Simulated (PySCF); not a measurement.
# InH3 (SMILES [H][In]([H])[H]) at 6 levels

Wanted: a comparison of 6 runs (B2PLYP/LANL2DZ, UPBE0/LANL2DZ, r2SCAN/LANL2DZ, MP2/LANL2DZ, UMP2/LANL2DZ, UCCSD(T)/LANL2DZ) of InH3. 

The results are computed with PySCF 2.14.0.

6 further runs of the same task are left out: 6 set aside as unsound or not needed.

## (1) Starting point

InH3 has 4 atoms, charge 0, and is taken as a singlet. As SMILES, `[H][In]([H])[H]`. One bond was lengthened or shortened from a relaxed shape.

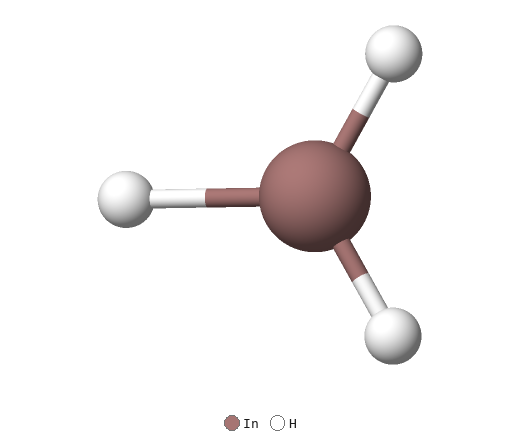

Viewed from a chosen angle; indium brown, hydrogen white.

## (2) The energy at B2PLYP/LANL2DZ (core potential) (run 1)

calc.py reads:

```python
from pyscf import gto, dft, mp

mol = gto.M(
    atom='''
In   0.167654  -0.301139   0.002908
H    1.885944  -0.328189   0.016958
H   -0.834510   1.501400  -0.017780
H   -0.718046  -1.773279   0.008258
''',
    max_memory=1860,
    ecp={'In': 'lanl2dz'},
    basis='lanl2dz',
    verbose=3,
)

calc0 = dft.RKS(mol)
calc0.xc = '0.53*HF + 0.47*B88, 0.73*LYP'
calc0.conv_tol = 1e-10
calc0.grids.level = 5
calc0.kernel()
if not calc0.converged:
    calc0 = calc0.newton().run(calc0.mo_coeff, calc0.mo_occ)

pt = mp.MP2(calc0).run()
etot = calc0.e_tot + 0.27 * pt.e_corr
print('PT2 part  %.8f' % (0.27 * pt.e_corr))
print('Final energy', etot)
```

On the command line:

```
$ OMP_NUM_THREADS=1 python calc.py
```

Log:

```text
converged SCF energy = -3.54863182212551
E(RMP2) = -3.60395160261747  E_corr = -0.0553197804919543
E(SCS-RMP2) = -3.61378087074532  E_corr = -0.0651490486198036
PT2 part  -0.01493634
Final energy -3.5635681628583393
```

Run time: 1.8 s. Hardware: 1 thread of Arm Neoverse V1, shared host; peak memory 0.16 GiB.

## (3) A single-point energy at UPBE0/LANL2DZ (core potential) (run 2)

calc.py reads:

```python
from pyscf import gto, dft

mol = gto.M(
    atom='In 0.167654 -0.301139 0.002908; H 1.885944 -0.328189 0.016958; H -0.834510 1.501400 -0.017780; H -0.718046 -1.773279 0.008258',
    ecp={'In': 'lanl2dz'},
    basis='lanl2dz',
    verbose=3,
    max_memory=1860,
    spin=0,
)

mf = dft.UKS(mol)
mf.xc = 'pbe0'
mf.conv_tol = 1e-10
mf.grids.level = 5
mf.kernel()
if not mf.converged:
    mf = mf.newton().run(mf.mo_coeff, mf.mo_occ)
for _ in range(3):
    mo, _, stable, _ = mf.stability(return_status=True)
    if stable:
        break
    mf.kernel(mf.make_rdm1(mo, mf.mo_occ))

e_tot = mf.e_tot
print(f'total energy: {e_tot:.8f} hartree')
```

On the command line:

```
$ OMP_NUM_THREADS=1 python calc.py
```

Log:

```text
converged SCF energy = -3.59619167934114  <S^2> = 1.3197443e-11  2S+1 = 1
<class 'pyscf.dft.uks.UKS'> wavefunction is stable in the internal stability analysis
total energy: -3.59619168 hartree
```

Run time: 6.9 s. Hardware: 1 thread of Arm Neoverse V1, shared host; peak memory 0.32 GiB.

Runs 3 to 4 aren't shown in full; the table further down has their settings and results.

## (4) A single-point energy at UMP2/LANL2DZ (core potential) (run 5)

start.xyz reads:

```xyz
4
H3In
In     0.167654    -0.301139     0.002908
H      1.885944    -0.328189     0.016958
H     -0.834510     1.501400    -0.017780
H     -0.718046    -1.773279     0.008258
```

job.py reads:

```python
from pyscf import gto, scf, mp

mol = gto.M(
    atom='start.xyz',
    ecp={'In': 'lanl2dz'},
    spin=0,
    verbose=3,
    max_memory=1860,
    basis='lanl2dz',
)

mf = scf.UHF(mol)
mf.conv_tol = 1e-10
mf.kernel()
if not mf.converged:
    mf = mf.newton().run(mf.mo_coeff, mf.mo_occ)
for _ in range(3):
    mo, _, stable, _ = mf.stability(return_status=True)
    if stable:
        break
    mf.kernel(mf.make_rdm1(mo, mf.mo_occ))

pt = mp.MP2(mf).run()
energy = pt.e_tot
print('E = %.10f Eh' % energy)
```

On the command line:

```
$ OMP_NUM_THREADS=1 python job.py
```

Log:

```text
converged SCF energy = -3.46020192677414  <S^2> = 9.9475983e-14  2S+1 = 1
<class 'pyscf.scf.uhf.UHF'> wavefunction is stable in the internal stability analysis
E(UMP2) = -3.50190407024043  E_corr = -0.0417021434662889
E(SCS-UMP2) = -3.50934016347981  E_corr = -0.0491382367056743
E = -3.5019040702 Eh
```

It took 0.87 s on 1 thread of Arm Neoverse V1, shared host; peak memory 0.12 GiB.

## (5) The energy at UCCSD(T)/LANL2DZ (core potential) (run 6)

calc.py reads:

```python
from pyscf import gto, scf, cc

molecule = gto.M(
    atom='In 0.167654 -0.301139 0.002908; H 1.885944 -0.328189 0.016958; H -0.834510 1.501400 -0.017780; H -0.718046 -1.773279 0.008258',
    basis='lanl2dz',
    ecp={'In': 'lanl2dz'},
    verbose=3,
    charge=0,
    max_memory=1860,
)

hf = scf.UHF(molecule)
hf.conv_tol = 1e-10
hf.kernel()
if not hf.converged:
    hf = hf.newton().run(hf.mo_coeff, hf.mo_occ)
for _ in range(3):
    mo, _, stable, _ = hf.stability(return_status=True)
    if stable:
        break
    hf.kernel(hf.make_rdm1(mo, hf.mo_occ))

mycc = cc.CCSD(hf)
mycc.kernel()
e_t = mycc.ccsd_t()
e_final = mycc.e_tot + e_t
print('Final energy', e_final)
```

On the command line:

```
$ OMP_NUM_THREADS=1 python calc.py
```

Log:

```text
converged SCF energy = -3.46020192677414  <S^2> = 9.9475983e-14  2S+1 = 1
<class 'pyscf.scf.uhf.UHF'> wavefunction is stable in the internal stability analysis
E(UCCSD) = -3.522049401537446  E_corr = -0.06184747476330663
UCCSD(T) correction = -0.000789854275655401
Final energy -3.522839255813101
```

Wall time 0.93 s (1 thread of Arm Neoverse V1, shared host); peak memory 0.12 GiB.

## (6) Overview of the runs

```csv
run,level,frozen core orbitals,follow instability,energy (Eh),dipole moment (D) of the reference,HOMO energy (eV),LUMO energy (eV),wall time
1,B2PLYP/LANL2DZ (core potential),0,–,-3.563568,0.68,-8.70,-1.03,1.8 s
2,UPBE0/LANL2DZ (core potential),–,yes,-3.596192,0.65,-7.76,-2.01,6.9 s
3,r2SCAN/LANL2DZ (core potential),–,–,-3.599278,0.67,-6.92,-2.33,1.8 s
4,MP2/LANL2DZ (core potential),0,–,-3.501904,0.72,-10.33,0.42,0.77 s
5,UMP2/LANL2DZ (core potential),0,yes,-3.501904,0.72,-10.33,0.42,0.87 s
6,UCCSD(T)/LANL2DZ (core potential),0,yes,-3.522839,0.72,-10.33,0.42,0.93 s
```

## (7) Results

```
                                    quantity        value
                         run 6: total energy  -3.52284 Eh
 run 6: dipole moment (Hartree–Fock density)       0.72 D
  run 6: HOMO energy (Hartree–Fock orbitals)    -10.33 eV
  run 6: LUMO energy (Hartree–Fock orbitals)      0.42 eV
run 6: HOMO–LUMO gap (Hartree–Fock orbitals)     10.76 eV
                   run 6: correlation energy    -62.6 mEh
                       run 6: (T) correction    -0.79 mEh
                        run 6: T1 diagnostic        0.013
```

What this shows: Over runs 1, 2, 3 the dipole moment (its size) runs from 0.65 D (UPBE0/LANL2DZ) to 0.68 D (B2PLYP/LANL2DZ). A double hybrid's value is that of its SCF part. Over runs 1, 2, 3 the HOMO–LUMO gap runs from 4.59 eV (r2SCAN/LANL2DZ) to 7.66 eV (B2PLYP/LANL2DZ). Totals of different functionals can't be ranked against each other. All runs together took 13 s, the longest 6.9 s.
